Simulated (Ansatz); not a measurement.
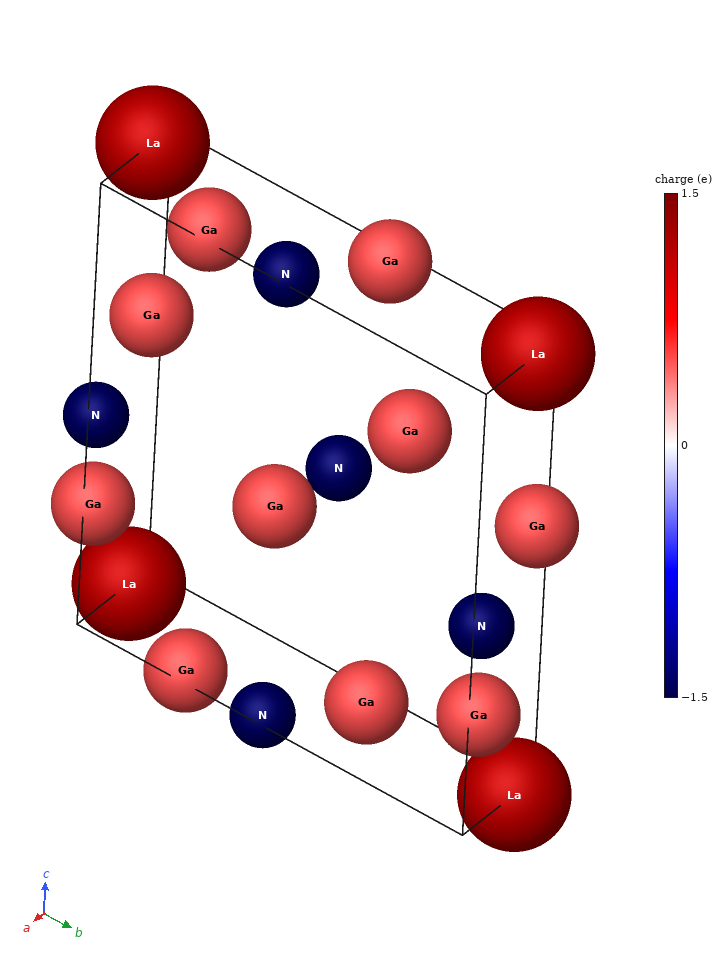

The image is a spheres-only drawing of a crystal, viewed slightly off an axis. Lines trace the edges of the cell (the run's own, in a reduced setting). The atoms of this LaGa6N3 cell are coloured by their Bader charge.

Results below were computed with DFT, PAW plane waves, PBE in Ansatz; the settings were a basis cut at 420 eV, k-points about 0.23 Å⁻¹ apart, Gaussian smearing of 0.038 eV, no spin polarisation. The pressure of the cell is 38 GPa.

Question: Which atoms are positive and which negative?

Answer: Most positive: La; most negative: N. Charges: about La +1.1 e; Ga +0.5 e; N -1.4 e. The transfer is large, as in an ionic solid.

Shown is a generated cell, made by putting these elements into a known structure type (the compound may or may not exist in this form), as it stood before any relaxation. Ansatz was used for an electronic-structure calculation on it.

At this level of theory the cell isn't at rest (compressed, at 38 GPa and forces up to 14.5 eV/Å), so its distances can differ from those at equilibrium, the more so the softer the solid.
